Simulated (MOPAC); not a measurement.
# Geometry relaxation, with input and output: C3H4Si (part 2 of 2)

The same run, continued: C3H4Si; PM7, closed shell, dispersion built in, COSMO solvent dmso (MOPAC 23.2.5). The geometry: force field.

Geometry of the input (Å):
```
C  -0.3878  0.4351  0.8419
C  -0.5269  1.4199  -0.0358
Si 0.3909  -0.4938  -0.8560
C  -0.1019  -0.6487  1.3544
H  0.0699  2.2933  -0.3052
H  -0.5724  -1.2096  -1.6694
H  1.9203  -0.3008  -0.9342
H  -0.6999  -1.5524  1.5484
```

### Trajectory as extended XYZ, continued
```
8
Properties=species:S:1:pos:R:3:forces:R:3 step=8 energy=4.22403
C    -0.4481    0.4949    0.9017    0.7252  -0.3858  -1.3027
C    -0.2853    1.3379   -0.1263   -0.0739  -0.9233   1.0781
Si    0.3533   -0.3869   -0.6879   -1.0261  -0.1180   0.4707
C    -0.1921   -0.7878    1.1568   -0.5713   1.1101  -0.1565
H    -0.2003    2.3239   -0.4894   -0.2182  -0.0225   0.1393
H    -0.4471   -1.1694   -1.6445    0.2061   0.2673   0.1018
H     1.7142   -0.3152   -1.1023    0.5920  -0.2104  -0.0347
H    -0.4651   -1.6162    1.7766    0.3661   0.2826  -0.2961
8
Properties=species:S:1:pos:R:3:forces:R:3 step=9 energy=4.17602
C    -0.4427    0.4934    0.8893    0.4361  -0.1170  -0.7361
C    -0.2795    1.3394   -0.1258   -0.1212  -0.4941   0.7895
Si    0.3452   -0.3909   -0.6748   -0.2662  -0.1188  -0.0558
C    -0.1979   -0.7853    1.1522   -0.4248   0.6125  -0.0094
H    -0.2176    2.3313   -0.4842   -0.1739  -0.0935   0.1088
H    -0.4349   -1.1572   -1.6461    0.0909   0.1599   0.0070
H     1.7246   -0.3190   -1.1126    0.1582  -0.2388   0.1265
H    -0.4463   -1.6197    1.7711    0.3010   0.2899  -0.2305
8
Properties=species:S:1:pos:R:3:forces:R:3 step=10 energy=4.16685
C    -0.4354    0.4910    0.8807   -0.4650   0.2754   1.2850
C    -0.2824    1.3390   -0.1170    0.2939   1.5851  -1.6656
Si    0.3440   -0.3944   -0.6778   -0.0634  -0.0390  -0.0070
C    -0.2045   -0.7786    1.1557    0.1092  -1.6808   0.3169
H    -0.2255    2.3308   -0.4798   -0.1787  -0.1075   0.1044
H    -0.4295   -1.1514   -1.6467   -0.0057   0.0636  -0.1092
H     1.7307   -0.3257   -1.1072    0.0779  -0.2355   0.1427
H    -0.4359   -1.6132    1.7649    0.2318   0.1386  -0.0672
8
Properties=species:S:1:pos:R:3:forces:R:3 step=11 energy=4.15047
C    -0.4362    0.4930    0.8835    0.1383   0.0962  -0.2017
C    -0.2789    1.3429   -0.1216   -0.0248  -0.2126   0.2769
Si    0.3420   -0.3952   -0.6763    0.0000   0.0369   0.0136
C    -0.2060   -0.7831    1.1557   -0.1297   0.2763  -0.2252
H    -0.2336    2.3297   -0.4774   -0.1466   0.0535   0.0262
H    -0.4261   -1.1482   -1.6495   -0.0335   0.0411  -0.1298
H     1.7323   -0.3306   -1.1040    0.0328  -0.2360   0.1584
H    -0.4262   -1.6107    1.7609    0.1635  -0.0554   0.0816
8
Properties=species:S:1:pos:R:3:forces:R:3 step=12 energy=4.14120
C    -0.4342    0.4957    0.8837    0.1091  -0.2619   0.0517
C    -0.2761    1.3442   -0.1210   -0.0291  -0.0164   0.0952
Si    0.3400   -0.3961   -0.6735    0.0179  -0.0226  -0.1187
C    -0.2091   -0.7834    1.1495   -0.1548   0.3311  -0.1183
H    -0.2458    2.3302   -0.4773   -0.1223   0.0722   0.0015
H    -0.4229   -1.1458   -1.6591   -0.0042   0.0803  -0.0729
H     1.7330   -0.3406   -1.0968    0.0181  -0.2284   0.1609
H    -0.4130   -1.6121    1.7667    0.1652   0.0457   0.0006
8
Properties=species:S:1:pos:R:3:forces:R:3 step=13 energy=4.12763
C    -0.4313    0.4976    0.8851    0.0165  -0.1389   0.1268
C    -0.2743    1.3455   -0.1193   -0.0189   0.1871  -0.1039
Si    0.3383   -0.3973   -0.6753    0.0097   0.0193  -0.0679
C    -0.2139   -0.7826    1.1461   -0.0581   0.0202  -0.0275
H    -0.2615    2.3340   -0.4768   -0.0935   0.0016   0.0153
H    -0.4191   -1.1402   -1.6686   -0.0218   0.0707  -0.0794
H     1.7358   -0.3585   -1.0809    0.0311  -0.2088   0.1393
H    -0.3947   -1.6109    1.7705    0.1351   0.0487  -0.0028
8
Properties=species:S:1:pos:R:3:forces:R:3 step=14 energy=4.10719
C    -0.4246    0.5006    0.8855   -0.0806  -0.0325   0.1522
C    -0.2752    1.3515   -0.1170    0.0186   0.1472  -0.1639
Si    0.3347   -0.3993   -0.6778    0.0162   0.0408  -0.0508
C    -0.2196   -0.7824    1.1391    0.0321  -0.1846   0.0585
H    -0.2875    2.3374   -0.4725   -0.0617   0.0538  -0.0294
H    -0.4151   -1.1288   -1.6885   -0.0130   0.0853  -0.0483
H     1.7441   -0.3983   -1.0442    0.0015  -0.1607   0.0986
H    -0.3622   -1.6070    1.7775    0.0869   0.0507  -0.0168
8
Properties=species:S:1:pos:R:3:forces:R:3 step=15 energy=4.09083
C    -0.4145    0.5043    0.8887   -0.0994  -0.0032  -0.0830
C    -0.2716    1.3572   -0.1142   -0.0153   0.2133  -0.0434
Si    0.3266   -0.3976   -0.6821    0.1096  -0.0355  -0.0895
C    -0.2303   -0.7849    1.1290    0.0730  -0.0068   0.0944
H    -0.3413    2.3507   -0.4785    0.0146  -0.2713   0.0686
H    -0.4064   -1.1015   -1.7296    0.0207   0.1300   0.0514
H     1.7563   -0.4794   -0.9736   -0.1116  -0.0537   0.0259
H    -0.2969   -1.5995    1.7903    0.0083   0.0272  -0.0242
8
Properties=species:S:1:pos:R:3:forces:R:3 step=16 energy=4.08810
C    -0.4142    0.5041    0.8849   -0.1366   0.2409  -0.0926
C    -0.2731    1.3630   -0.1130    0.0297  -0.1868   0.0640
Si    0.3261   -0.3993   -0.6856    0.1380   0.0708   0.0870
C    -0.2299   -0.7834    1.1286    0.1042  -0.3069   0.1434
H    -0.3498    2.3431   -0.4699   -0.0009   0.0706  -0.0733
H    -0.4058   -1.0904   -1.7314   -0.0472   0.0546  -0.0518
H     1.7574   -0.4991   -0.9554   -0.0890  -0.0306  -0.0067
H    -0.2855   -1.5988    1.7944    0.0019   0.0873  -0.0700
8
Properties=species:S:1:pos:R:3:forces:R:3 step=17 energy=4.08592
C    -0.4162    0.5035    0.8852   -0.1170   0.0403   0.0285
C    -0.2716    1.3605   -0.1134    0.0229  -0.0326  -0.0360
Si    0.3269   -0.3975   -0.6842    0.0660   0.0153   0.0276
C    -0.2291   -0.7838    1.1307    0.0800  -0.0561   0.0132
H    -0.3509    2.3416   -0.4744    0.0022   0.0206  -0.0457
H    -0.4067   -1.0858   -1.7347   -0.0240   0.0726  -0.0092
H     1.7536   -0.5023   -0.9577   -0.0237  -0.0298  -0.0127
H    -0.2846   -1.5964    1.7903   -0.0063  -0.0301   0.0343
8
Properties=species:S:1:pos:R:3:forces:R:3 step=18 energy=4.08421
C    -0.4218    0.5020    0.8854   -0.0420   0.1166  -0.0974
C    -0.2668    1.3584   -0.1132   -0.0502  -0.0396   0.0526
Si    0.3281   -0.3948   -0.6832   -0.0232  -0.0210   0.0184
C    -0.2284   -0.7841    1.1333    0.0521  -0.0108  -0.0060
H    -0.3569    2.3393   -0.4843    0.0170  -0.0714   0.0134
H    -0.4070   -1.0730   -1.7410   -0.0203   0.0700   0.0157
H     1.7477   -0.5123   -0.9603    0.0767  -0.0258  -0.0214
H    -0.2784   -1.5973    1.7933   -0.0100  -0.0181   0.0247
8
Properties=species:S:1:pos:R:3:forces:R:3 step=19 energy=4.08306
C    -0.4253    0.5017    0.8848   -0.0131  -0.0929   0.0285
C    -0.2669    1.3575   -0.1132   -0.0330   0.0230  -0.0259
Si    0.3291   -0.3941   -0.6818   -0.0209  -0.0443  -0.0076
C    -0.2256   -0.7837    1.1339    0.0029   0.1318  -0.0465
H    -0.3587    2.3351   -0.4878    0.0100  -0.0220   0.0036
H    -0.4095   -1.0599   -1.7454   -0.0175   0.0553   0.0247
H     1.7473   -0.5237   -0.9595    0.0806  -0.0111  -0.0214
H    -0.2755   -1.5960    1.7932   -0.0090  -0.0399   0.0446
8
Properties=species:S:1:pos:R:3:forces:R:3 step=20 energy=4.08190
C    -0.4299    0.5010    0.8842    0.0133  -0.0657   0.0335
C    -0.2682    1.3567   -0.1133   -0.0171   0.0149  -0.0361
Si    0.3309   -0.3942   -0.6809    0.0109  -0.0300   0.0042
C    -0.2223   -0.7826    1.1351   -0.0268   0.0505  -0.0238
H    -0.3582    2.3318   -0.4910    0.0000   0.0137  -0.0010
H    -0.4135   -1.0441   -1.7485   -0.0256   0.0224   0.0131
H     1.7492   -0.5342   -0.9620    0.0465   0.0051  -0.0108
H    -0.2750   -1.5961    1.7952   -0.0013  -0.0107   0.0209
8
Properties=species:S:1:pos:R:3:forces:R:3 step=21 energy=4.08164
C    -0.4308    0.5009    0.8839    0.0151  -0.0361   0.0215
C    -0.2699    1.3565   -0.1136   -0.0003   0.0113  -0.0307
Si    0.3320   -0.3949   -0.6804    0.0316  -0.0126   0.0076
C    -0.2214   -0.7823    1.1353   -0.0300  -0.0006  -0.0027
H    -0.3563    2.3319   -0.4911   -0.0056   0.0147  -0.0020
H    -0.4162   -1.0385   -1.7480   -0.0266   0.0057   0.0035
H     1.7514   -0.5358   -0.9649    0.0127   0.0104  -0.0006
H    -0.2766   -1.5961    1.7965    0.0033   0.0073   0.0034
8
Properties=species:S:1:pos:R:3:forces:R:3 step=22 energy=4.08152
C    -0.4304    0.5008    0.8838    0.0062   0.0032  -0.0024
C    -0.2711    1.3564   -0.1141    0.0087  -0.0003  -0.0106
Si    0.3329   -0.3955   -0.6801    0.0328  -0.0013   0.0068
C    -0.2218   -0.7824    1.1352   -0.0177  -0.0281   0.0071
H    -0.3552    2.3327   -0.4904   -0.0071   0.0048  -0.0015
H    -0.4182   -1.0369   -1.7467   -0.0236  -0.0004  -0.0010
H     1.7528   -0.5346   -0.9670   -0.0031   0.0095   0.0051
H    -0.2777   -1.5957    1.7975    0.0039   0.0125  -0.0035
8
Properties=species:S:1:pos:R:3:forces:R:3 step=23 energy=4.08115
C    -0.4299    0.5006    0.8835   -0.0009   0.0134  -0.0133
C    -0.2717    1.3564   -0.1145    0.0154  -0.0059   0.0045
Si    0.3339   -0.3958   -0.6798    0.0192   0.0033   0.0011
C    -0.2226   -0.7829    1.1350   -0.0070  -0.0178   0.0068
H    -0.3550    2.3334   -0.4900   -0.0073  -0.0049  -0.0008
H    -0.4205   -1.0353   -1.7455   -0.0171  -0.0027  -0.0009
H     1.7535   -0.5335   -0.9684   -0.0051   0.0070   0.0074
H    -0.2779   -1.5949    1.7986    0.0027   0.0076  -0.0047
8
Properties=species:S:1:pos:R:3:forces:R:3 step=24 energy=4.08132
C    -0.4297    0.5004    0.8833   -0.0040   0.0149  -0.0149
C    -0.2714    1.3563   -0.1146    0.0140  -0.0074   0.0106
Si    0.3344   -0.3958   -0.6798    0.0033   0.0036  -0.0006
C    -0.2235   -0.7832    1.1349    0.0013  -0.0044   0.0023
H    -0.3560    2.3334   -0.4901   -0.0053  -0.0091  -0.0004
H    -0.4221   -1.0342   -1.7449   -0.0115  -0.0027   0.0002
H     1.7537   -0.5331   -0.9684    0.0020   0.0040   0.0059
H    -0.2771   -1.5943    1.7995    0.0001   0.0011  -0.0032
8
Properties=species:S:1:pos:R:3:forces:R:3 step=25 energy=4.08165
C    -0.4297    0.5002    0.8831   -0.0046   0.0090  -0.0076
C    -0.2708    1.3561   -0.1146    0.0084  -0.0043   0.0075
Si    0.3346   -0.3956   -0.6798   -0.0045   0.0005  -0.0008
C    -0.2240   -0.7834    1.1349    0.0054   0.0057  -0.0020
H    -0.3572    2.3329   -0.4904   -0.0027  -0.0066  -0.0010
H    -0.4234   -1.0334   -1.7445   -0.0068  -0.0019   0.0012
H     1.7537   -0.5329   -0.9677    0.0065   0.0020   0.0033
H    -0.2762   -1.5939    1.7999   -0.0018  -0.0044  -0.0006
8
Properties=species:S:1:pos:R:3:forces:R:3 step=26 energy=4.08164
C    -0.4299    0.5001    0.8831   -0.0029  -0.0030   0.0020
C    -0.2702    1.3560   -0.1146    0.0056   0.0012   0.0001
Si    0.3347   -0.3955   -0.6799   -0.0067  -0.0016  -0.0002
C    -0.2241   -0.7835    1.1348    0.0040   0.0115  -0.0029
H    -0.3578    2.3323   -0.4909   -0.0022  -0.0016  -0.0019
H    -0.4246   -1.0333   -1.7439   -0.0031  -0.0009   0.0016
H     1.7539   -0.5321   -0.9671    0.0072  -0.0001   0.0013
H    -0.2760   -1.5938    1.7999   -0.0018  -0.0056   0.0002
8
Properties=species:S:1:pos:R:3:forces:R:3 step=27 energy=4.08163
C    -0.4302    0.5001    0.8831    0.0005  -0.0038   0.0039
C    -0.2696    1.3560   -0.1144    0.0001   0.0034  -0.0040
Si    0.3346   -0.3955   -0.6800   -0.0023  -0.0023   0.0011
C    -0.2241   -0.7834    1.1347    0.0023   0.0068  -0.0010
H    -0.3585    2.3318   -0.4916   -0.0009   0.0007  -0.0011
H    -0.4256   -1.0332   -1.7435   -0.0003  -0.0002   0.0015
H     1.7543   -0.5316   -0.9662    0.0027  -0.0012  -0.0002
H    -0.2757   -1.5941    1.7995   -0.0020  -0.0034  -0.0003
8
Properties=species:S:1:pos:R:3:forces:R:3 step=28 energy=4.08163
C    -0.4302    0.5002    0.8831    0.0017  -0.0012   0.0020
C    -0.2696    1.3560   -0.1144   -0.0004   0.0020  -0.0031
Si    0.3346   -0.3956   -0.6800    0.0004  -0.0012   0.0014
C    -0.2239   -0.7834    1.1347    0.0009   0.0027   0.0001
H    -0.3584    2.3318   -0.4916   -0.0010   0.0011  -0.0008
H    -0.4257   -1.0333   -1.7433   -0.0005  -0.0005   0.0008
H     1.7544   -0.5315   -0.9661    0.0004  -0.0012  -0.0002
H    -0.2760   -1.5944    1.7992   -0.0015  -0.0018  -0.0002
8
Properties=species:S:1:pos:R:3:forces:R:3 step=29 energy=4.08163
C    -0.4302    0.5002    0.8831    0.0016   0.0007   0.0003
C    -0.2697    1.3561   -0.1144    0.0005   0.0006  -0.0017
Si    0.3346   -0.3956   -0.6800    0.0022  -0.0001   0.0007
C    -0.2238   -0.7833    1.1347   -0.0001  -0.0001   0.0011
H    -0.3583    2.3319   -0.4916   -0.0013   0.0004  -0.0006
H    -0.4257   -1.0335   -1.7431   -0.0005  -0.0006   0.0004
H     1.7545   -0.5315   -0.9660   -0.0013  -0.0010   0.0000
H    -0.2762   -1.5946    1.7989   -0.0010   0.0000  -0.0002
8
Properties=species:S:1:pos:R:3:forces:R:3 step=30 energy=4.08163
C    -0.4301    0.5002    0.8831    0.0015   0.0013  -0.0005
C    -0.2698    1.3561   -0.1145    0.0005   0.0001  -0.0008
Si    0.3346   -0.3956   -0.6800    0.0017   0.0000   0.0005
C    -0.2237   -0.7833    1.1347    0.0000  -0.0003   0.0011
H    -0.3584    2.3319   -0.4917   -0.0011  -0.0002  -0.0003
H    -0.4258   -1.0334   -1.7430   -0.0003  -0.0006   0.0002
H     1.7545   -0.5316   -0.9660   -0.0011  -0.0009  -0.0002
H    -0.2763   -1.5947    1.7987   -0.0011   0.0006   0.0000
8
Properties=species:S:1:pos:R:3:forces:R:3 step=31 energy=4.08163
C    -0.4301    0.5003    0.8831    0.0009   0.0014  -0.0010
C    -0.2698    1.3561   -0.1145    0.0010  -0.0007   0.0006
Si    0.3347   -0.3955   -0.6799   -0.0008  -0.0005  -0.0001
C    -0.2237   -0.7833    1.1347    0.0003   0.0006   0.0004
H    -0.3586    2.3319   -0.4917   -0.0009  -0.0008  -0.0001
H    -0.4260   -1.0335   -1.7428    0.0001  -0.0005   0.0001
H     1.7545   -0.5318   -0.9660    0.0006  -0.0007  -0.0006
H    -0.2765   -1.5949    1.7984   -0.0011   0.0011   0.0007
8
Properties=species:S:1:pos:R:3:forces:R:3 step=32 energy=4.08163
C    -0.4300    0.5003    0.8831    0.0006   0.0004  -0.0003
C    -0.2698    1.3561   -0.1145    0.0009  -0.0002  -0.0001
Si    0.3347   -0.3955   -0.6799   -0.0010  -0.0009  -0.0001
C    -0.2238   -0.7833    1.1347    0.0005   0.0011   0.0003
H    -0.3587    2.3319   -0.4917   -0.0007  -0.0006  -0.0001
H    -0.4260   -1.0335   -1.7428    0.0002  -0.0003   0.0001
H     1.7545   -0.5319   -0.9660    0.0006  -0.0005  -0.0005
H    -0.2765   -1.5949    1.7984   -0.0011   0.0010   0.0007
8
Properties=species:S:1:pos:R:3:forces:R:3 step=33 energy=4.08160
C    -0.4300    0.5003    0.8832    0.0003  -0.0004   0.0003
C    -0.2698    1.3561   -0.1145    0.0012   0.0006  -0.0013
Si    0.3348   -0.3955   -0.6799   -0.0012  -0.0020   0.0002
C    -0.2238   -0.7833    1.1347    0.0007   0.0013   0.0005
H    -0.3589    2.3318   -0.4917   -0.0004   0.0003  -0.0004
H    -0.4259   -1.0336   -1.7427    0.0001   0.0001   0.0002
H     1.7545   -0.5320   -0.9663    0.0001  -0.0002   0.0001
H    -0.2767   -1.5949    1.7985   -0.0007   0.0004   0.0005
8
Properties=species:S:1:pos:R:3:forces:R:3 step=34 energy=4.08161
C    -0.4300    0.5003    0.8831    0.0007  -0.0002   0.0003
C    -0.2697    1.3561   -0.1144    0.0007   0.0002  -0.0015
Si    0.3348   -0.3955   -0.6799   -0.0005  -0.0018   0.0003
C    -0.2238   -0.7833    1.1347    0.0004   0.0011   0.0005
H    -0.3590    2.3318   -0.4917   -0.0002   0.0004  -0.0004
H    -0.4259   -1.0336   -1.7428   -0.0001   0.0001   0.0002
H     1.7545   -0.5320   -0.9663   -0.0003  -0.0001   0.0002
H    -0.2768   -1.5948    1.7985   -0.0006   0.0004   0.0004
```

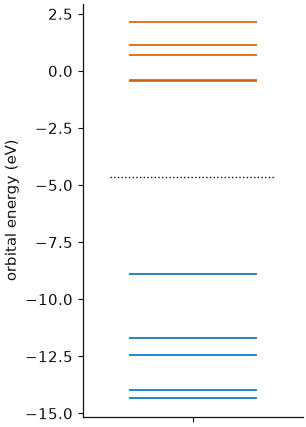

**Figure 1.** Orbital energies near the frontier; the dotted line parts filled from empty levels, and levels within 0.02 eV of each other stand side by side. Highest filled −8.88 eV, lowest empty −0.43 eV, 8.45 eV apart.

### Key numbers

| quantity | value |
| --- | --- |
| outcome | converged |
| heat of formation | 94.12 kcal/mol |
| basis functions | 25 |
| largest force | 0.002 eV/Å |
| HOMO | −8.88 eV |
| LUMO | −0.43 eV |
| dipole moment | 0.95 D |
| peak memory | 0.11 GiB |

### Notes

Notes on the run: HEAT OF FORMATION IS ESSENTIALLY STATIONARY. MOPAC's energies along a path are heats of formation.
